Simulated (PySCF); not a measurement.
# Core-level calculation, with input and output: C2H7Ge2N

C2H7Ge2N, computed with delta-SCF UKS SCAN, pcX-2 on the ionised atom, pcseg-1 elsewhere, spin-free X2C (PySCF 2.14.0).

Figures and captions count atoms from 1; the log counts them from 0 in places.

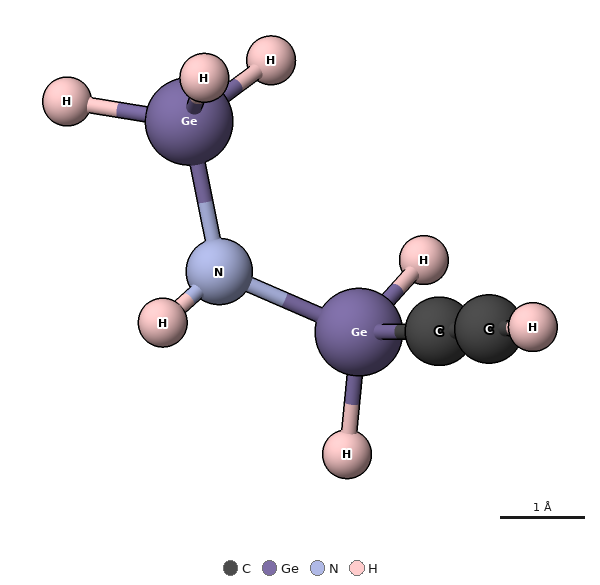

Figure 1. The input geometry (ball-and-stick view, seen at a tilt). Sticks mark near contacts.

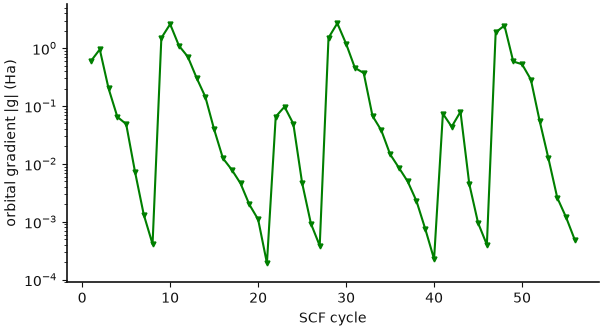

Figure 2. Convergence of the self-consistent field: orbital gradient |g| against the SCF cycle. All cycles printed in the log are drawn one after another.

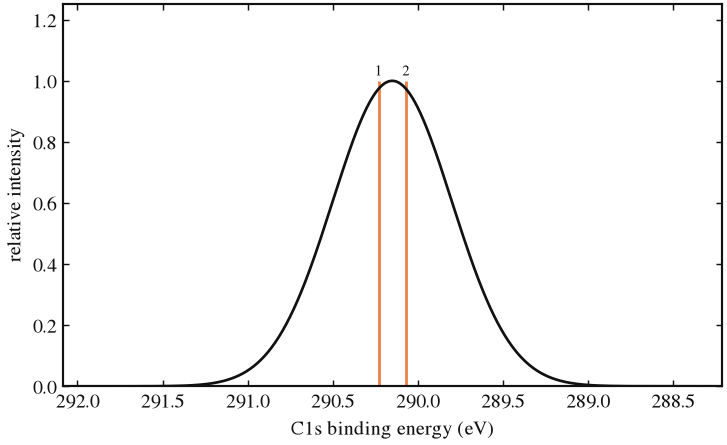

Figure 3. C1s binding energies by ΔSCF of the atoms computed, labelled by atom number, with a Gaussian envelope of 0.8 eV full width. They run from 290.07 eV (atom 2) to 290.23 eV (atom 1).

These pictures come from the run below.

The input:
```
{"job": {"kind": "xps"}, "charge": 0, "multiplicity": 1}
C      2.711656     1.433151     0.288308
C      1.998719     0.507641    -0.052870
Ge     0.839789    -0.925898    -0.568099
N     -0.716797    -0.927915     0.390773
Ge    -2.107664     0.252005     0.151632
H      3.343952     2.250228     0.587855
H      0.473433    -0.730656    -2.045590
H      1.578317    -2.247851    -0.310723
H     -0.622690    -1.282703     1.338767
H     -1.881673     1.608240     0.857719
H     -2.226343     0.478138    -1.365260
H     -3.385980    -0.397909     0.714501
```

The first line tells a small driver script what to run in PySCF; the rest is the geometry in Å.

Launch command:
```bash
OMP_NUM_THREADS=1 python <driver script> task.json out
```

Log:
```
ground state, core basis on atom 0 (C), 162 functions
  cycle   1  E = -4322.91510976  |g| = 6.00e-01
  cycle   2  E = -4322.77044293  |g| = 9.51e-01
  cycle   3  E = -4322.99050478  |g| = 2.01e-01
  cycle   4  E = -4323.00042171  |g| = 6.49e-02
  cycle   5  E = -4323.00097665  |g| = 4.88e-02
  cycle   6  E = -4323.00159628  |g| = 7.38e-03
  cycle   7  E = -4323.00161151  |g| = 1.33e-03
  cycle   8  E = -4323.00160813  |g| = 4.12e-04
  E(ground) = -4323.27132287 Eh
hole in C 1s of atom 0
  cycle   1  E = -4311.75268366  |g| = 1.50e+00
  cycle   2  E = -4306.92382203  |g| = 2.60e+00
  cycle   3  E = -4311.57439780  |g| = 1.10e+00
  cycle   4  E = -4312.07833876  |g| = 7.14e-01
  cycle   5  E = -4312.29137138  |g| = 3.08e-01
  cycle   6  E = -4312.32455509  |g| = 1.44e-01
  cycle   7  E = -4312.33511272  |g| = 3.94e-02
  cycle   8  E = -4312.33625591  |g| = 1.25e-02
  cycle   9  E = -4312.33652318  |g| = 7.95e-03
  cycle  10  E = -4312.33669188  |g| = 4.60e-03
  cycle  11  E = -4312.33675996  |g| = 1.99e-03
  cycle  12  E = -4312.33676671  |g| = 1.10e-03
  cycle  13  E = -4312.33676924  |g| = 1.93e-04
  E(ion) = -4312.60557157 Eh   <S^2> = 0.8511   hole on atom = 1.000   binding energy = 290.230 eV
ground state, core basis on atom 1 (C), 162 functions
  cycle   1  E = -4323.00278713  |g| = 6.55e-02
  cycle   2  E = -4323.00058208  |g| = 9.72e-02
  cycle   3  E = -4323.00243738  |g| = 4.94e-02
  cycle   4  E = -4323.00308914  |g| = 4.69e-03
  cycle   5  E = -4323.00310015  |g| = 9.32e-04
  cycle   6  E = -4323.00310194  |g| = 3.86e-04
  E(ground) = -4323.27256292 Eh
hole in C 1s of atom 1
  cycle   1  E = -4311.76137663  |g| = 1.51e+00
  cycle   2  E = -4306.10440581  |g| = 2.69e+00
  cycle   3  E = -4311.26454600  |g| = 1.19e+00
  cycle   4  E = -4312.23393220  |g| = 4.56e-01
  cycle   5  E = -4312.27614181  |g| = 3.72e-01
  cycle   6  E = -4312.34009473  |g| = 6.75e-02
  cycle   7  E = -4312.34253665  |g| = 3.80e-02
  cycle   8  E = -4312.34338473  |g| = 1.47e-02
  cycle   9  E = -4312.34375785  |g| = 8.58e-03
  cycle  10  E = -4312.34396661  |g| = 4.98e-03
  cycle  11  E = -4312.34403881  |g| = 2.28e-03
  cycle  12  E = -4312.34404741  |g| = 7.50e-04
  cycle  13  E = -4312.34404694  |g| = 2.27e-04
  E(ion) = -4312.61270407 Eh   <S^2> = 0.8699   hole on atom = 1.000   binding energy = 290.070 eV
ground state, core basis on atom 3 (N), 162 functions
  cycle   1  E = -4323.01545679  |g| = 7.37e-02
  cycle   2  E = -4323.01503898  |g| = 4.39e-02
  cycle   3  E = -4323.01381210  |g| = 7.96e-02
  cycle   4  E = -4323.01555754  |g| = 4.50e-03
  cycle   5  E = -4323.01556527  |g| = 9.56e-04
  cycle   6  E = -4323.01556351  |g| = 4.02e-04
  E(ground) = -4323.28205370 Eh
hole in N 1s of atom 3
  cycle   1  E = -4307.43916658  |g| = 1.87e+00
  cycle   2  E = -4305.82724894  |g| = 2.46e+00
  cycle   3  E = -4307.97951568  |g| = 5.88e-01
  cycle   4  E = -4307.98742634  |g| = 5.27e-01
  cycle   5  E = -4308.12690290  |g| = 2.87e-01
  cycle   6  E = -4308.17151406  |g| = 5.52e-02
  cycle   7  E = -4308.17311177  |g| = 1.24e-02
  cycle   8  E = -4308.17319770  |g| = 2.61e-03
  cycle   9  E = -4308.17320624  |g| = 1.20e-03
  cycle  10  E = -4308.17320460  |g| = 4.84e-04
  E(ion) = -4308.43956594 Eh   <S^2> = 0.7678   hole on atom = 1.000   binding energy = 403.885 eV
```

Results in brief:

```tsv
quantity	value
outcome	converged
hardware	1 CPU thread, shared host
wall time	42 s
peak memory	0.54 GiB
```

Remarks:

The core-hole state is spin-contaminated.
